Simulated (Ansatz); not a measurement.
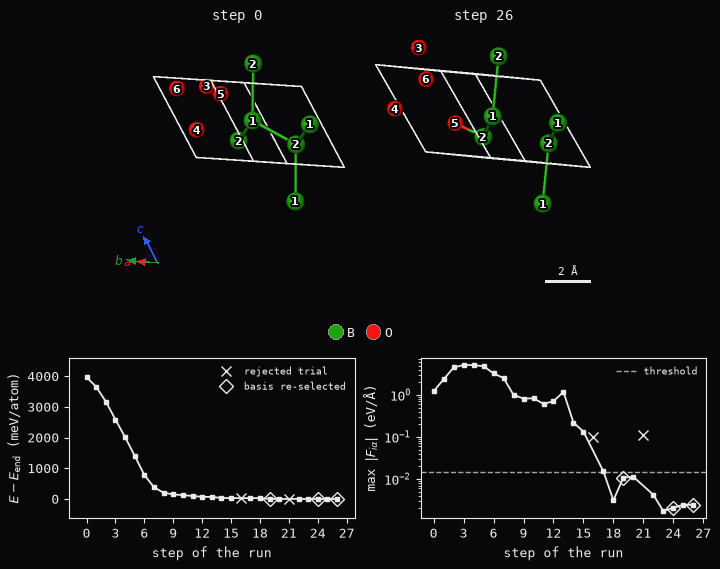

First and last geometry of a relaxation of a crystal of BO2 (built on the cubic Laves (C15)_227 type) (coarse preliminary run), with the history of the run. Style: ball-and-stick. Shown: the cell of the calculation, reduced to other axes, from a free direction. Lengths and directions refer to the drawn axes.

Theory: DFT PBE, scalar-relativistic, plane waves, PAW in Ansatz.

Input
```yaml
crystal:
  lattice:
    - [-0.0025828495, 3.0200439335, 2.9815126779]
    - [2.9517387925, 0.0883548637, 2.8905749647]
    - [3.0510411825, 3.0284086103, -0.0109475263]
  atoms:
    - { symbol: B, position: [0.4798029314, 0.4642871205, 0.5406152864] }
    - { symbol: B, position: [0.7466908394, 0.750733006, 0.7345837355] }
    - { symbol: O, position: [0.0802918963, 0.1432419234, 0.1631699556] }
    - { symbol: O, position: [0.6456459033, 0.1410115052, 0.1023744346] }
    - { symbol: O, position: [0.1646494271, 0.1151305353, 0.5698801725] }
    - { symbol: O, position: [0.1329190025, 0.6355959096, 0.1393764155] }
basis:
  ecutwfc: 420
kpoints:
  mp_grid: { grid: [6, 6, 6] }
hamiltonian:
  xc: pbe
scf:
  occupations: { method: gaussian, width: 0.1 }
output:
  forces: true
  stress: true
  eigenvalues: true
relax:
  adjacent_minimum: "off"
  f_tol: 0.015
  max_steps: 120
  cell: { stress_tol: 0.15 }
```

> Read the history and describe the run.

It converged. After 21 accepted moves (26 points after the start) the energy has fallen by 3968 meV per atom. The largest force component goes from 1.2 to 0.0024 eV/Å. The pressure goes from 3.61 to 0.01 GPa. The line search rejected the trial steps at points 16, 21 of the run. The SCF was repeated 3 times at an unchanged geometry on a basis and grid sized afresh for the cell, which shifted the energy by 23.0 meV per atom at most. The largest move relative to the cell is that of O5, 1.90 Å roughly along [2 0 −3]. By element the largest moves are O 1.90 Å, B 0.78 Å. Cell: a 4.132 → 4.548 Å (+10.1 %), b 4.132 → 4.507 Å (+9.1 %), c 4.163 → 4.585 Å (+10.1 %), α 62.1° → 58.6°, β 61.5° → 58.2°, γ 62.7° → 59.0°. Volume +22.3 %. Some distances before and after: B2–O3 2.428 → 1.444 Å, B1–O6 2.419 → 1.441 Å, B2–O6 2.398 → 1.440 Å, B2–O5 2.396 → 1.471 Å. New bonds form: B1–O3 (2.36 → 1.45 Å), B1–O4 (2.35 → 1.44 Å), B1–O5 (2.34 → 1.47 Å), B1–O6 (2.42 → 1.44 Å). The space group stays P1 (No. 1).
